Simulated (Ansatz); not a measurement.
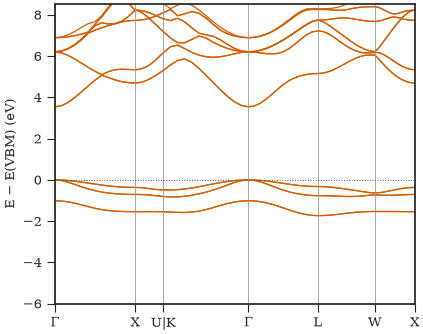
Band structure from PBE with spin–orbit coupling (plane waves, PAW; program Ansatz)

Q: Read off the gap and where the band edges lie.

A: About 3.5 eV (3.54 eV by a search for the band edges); maximum at Γ, minimum at Γ.

The material is KI (rock salt, Fm-3m).

Symmetry was held in the PBE relaxation; phonons on a q-mesh show no instability.

Potentials: the later of the program's two PAW sets.
